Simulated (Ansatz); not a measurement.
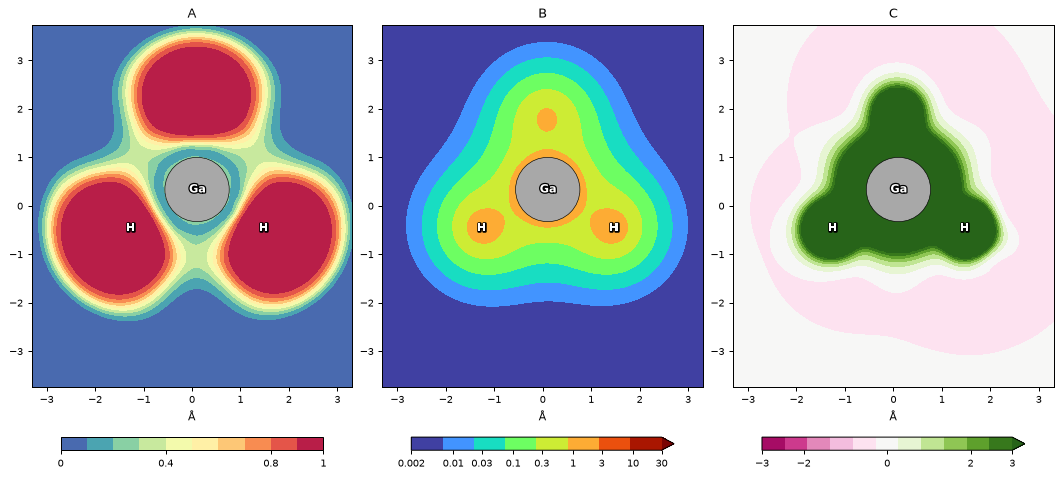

GaH3···HCl: 3 fields on the plane of atoms H2, Ga1 and H4, with unlabelled colour scales. Grey discs cover the atomic cores.

The calculation used RKS PBE-D4/def2-SVP (Ansatz 0.2.0).

### Which field does each panel show? The fields are: electron density, electron localisation function and electrostatic potential.

Panel A: electron localisation function. Panel B: electron density. Panel C: electrostatic potential (strongly positive close to the atoms and fading to about zero outside). From the grid: Ga–H (1.58 Å): the density is about 0.93 e/Å³ at the midpoint; the ELF climbs to about 1 towards the hydrogen.
